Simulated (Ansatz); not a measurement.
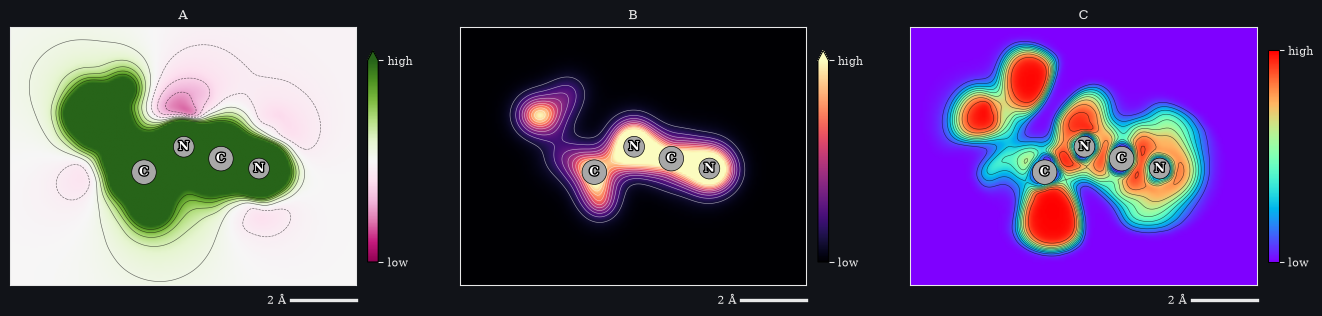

C₃H₆N₂O (SMILES COCN=C=N): 3 fields on the plane of atoms C3, N4 and C5, with unlabelled colour scales. Grey discs cover the atomic cores.

Level of theory: Ansatz 0.2.0, RHF/def2-SVP.

### The panels show electron density, electron localisation function and electrostatic potential in some order. Assign them.

Panel A: electrostatic potential (strongly positive close to the atoms, with negative regions outside electron-rich atoms). Panel B: electron density. Panel C: electron localisation function. From the grid: C–N (1.20 Å): the density is about 3.1 e/Å³ at the midpoint; the ELF peaks at about 0.90 between the atoms: a multiple bond.
